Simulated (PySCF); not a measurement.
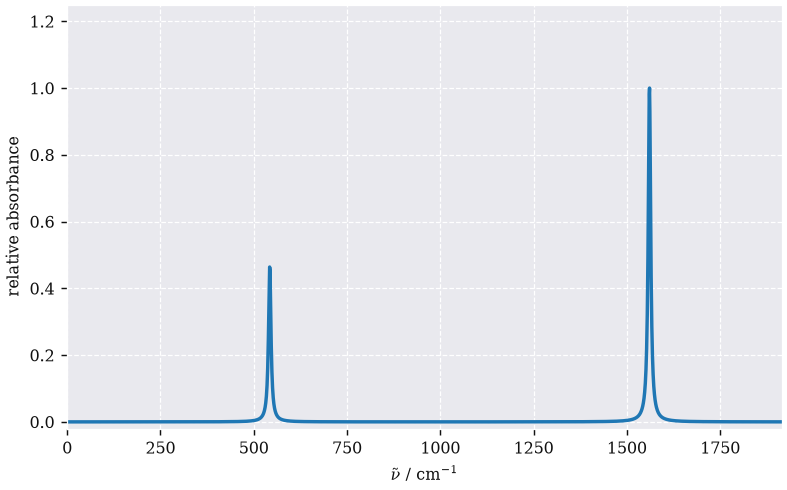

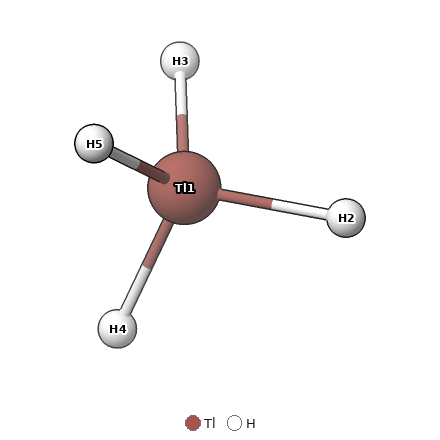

Infrared spectrum of TlH₄⁻, singlet (point group Td). Unscaled harmonic wavenumbers and double-harmonic intensities, PBE0/def2-TZVPD (ECP) with PySCF 2.14.0, isolated molecule. The structure is the lowest point that the starts tried gave, with the shape that electron-pair counting expects. Degenerate modes count as one line, with their intensities summed. Lorentzian lines of 8 cm⁻¹ full width. Close modes add up in the curve.

**Which modes are missing from the spectrum (below 0.05 km/mol)?**

606.8 cm⁻¹ (e) and 1613.1 cm⁻¹ (a1).

**List the modes.**

| cm⁻¹ | km/mol | symmetry |
| --- | --- | --- |
| 542.8 | 1118.4 | t2 (×3) |
| 606.8 | 0.0 | e (×2) |
| 1560.3 | 2410.4 | t2 (×3) |
| 1613.1 | 0.0 | a1 |

Known limits of this run: spin-orbit coupling is left out, and with Tl it can shift these values.
